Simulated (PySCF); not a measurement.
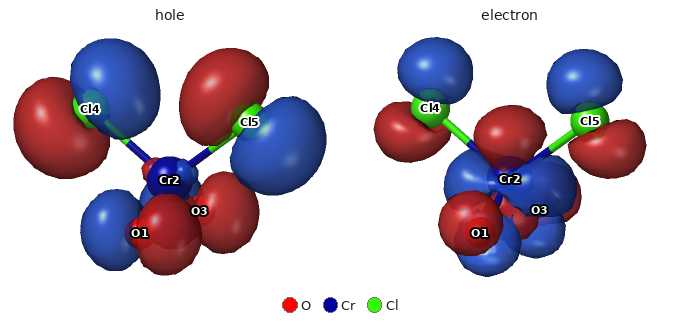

Figure 1: Cl2CrO2, SMILES `O=[Cr](=O)(Cl)Cl`. Leading natural transition orbital pair of S₃ (TDA singlet states); the surfaces enclose about 85 % of each orbital's density.

Computed with PySCF, B3LYP/def2-SVPD, geometry: GFN2-xTB. This is a single-reference result, which may miss multireference character in this system. No frequency check shows the geometry to be a minimum. GFN2-xTB bond lengths at metals and heavier atoms can be off by up to 0.1 Å and shapes distorted, which carries into these values.

Give its energy, strength and character.

3.21 eV (387 nm), f = 0.020, ligand-to-metal charge transfer; the leading pair carries 70 %; hole on Cl4 and Cl5 (26 % each), O1 and O3 (20 % each) and Cr2 (7 %), electron on Cr2 (59 %), O1 and O3 (11 % each) and Cl4 and Cl5 (10 % each) (shares are of the whole state, not of the leading pair alone); their centroids lie 0.2 Å apart. In canonical orbitals it is mainly HOMO → LUMO (63 %). The HOMO–LUMO gap is 4.11 eV.
